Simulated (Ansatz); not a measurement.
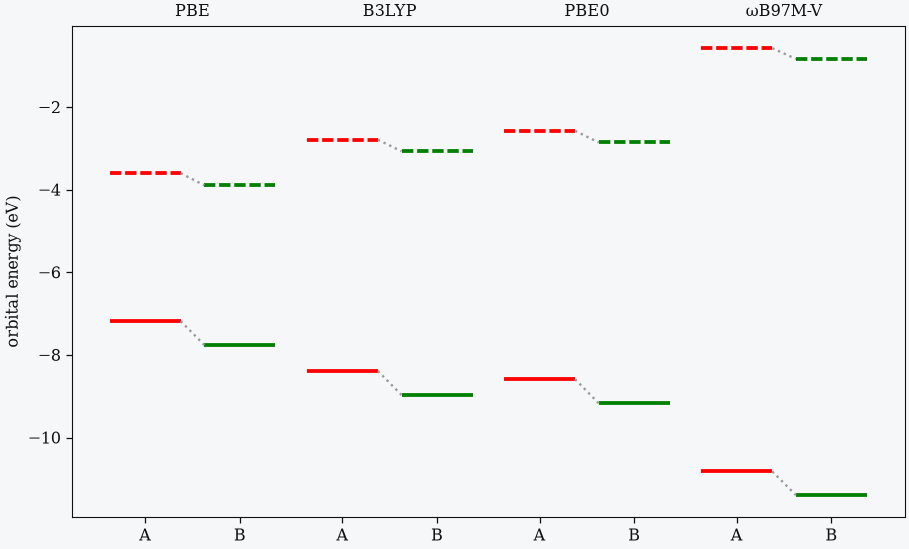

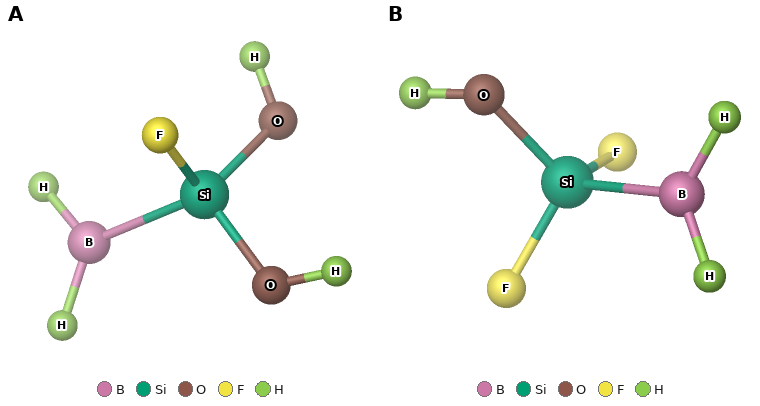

One change: A, BSiH₄O₂F (SMILES B[Si](O)(O)F), becomes B, BSiH₃OF₂ (SMILES B[Si](O)(F)F). OH on Si is replaced by F. HOMO (solid) and LUMO (dashed) computed in def2-TZVPP at PBE0-D4/def2-TZVP geometries, both minima by their frequencies, gas phase, the Ansatz code.

**What does the change do to HOMO and LUMO?**

PBE: the HOMO falls by 0.58 eV, the LUMO falls by 0.29 eV, and the separation goes from 3.58 to 3.87 eV. B3LYP: the HOMO falls by 0.58 eV, the LUMO falls by 0.28 eV, and the separation goes from 5.60 to 5.90 eV. PBE0: the HOMO falls by 0.58 eV, the LUMO falls by 0.28 eV, and the separation goes from 6.01 to 6.31 eV. ωB97M-V: the HOMO falls by 0.57 eV, the LUMO falls by 0.26 eV, and the separation goes from 10.24 to 10.56 eV.

**Do the functionals agree on the effect?**

They agree on the direction for both levels; the HOMO shift lies between −0.58 and −0.57 eV and the LUMO shift between −0.29 and −0.26 eV, while the separations themselves differ by up to 6.7 eV between functionals.
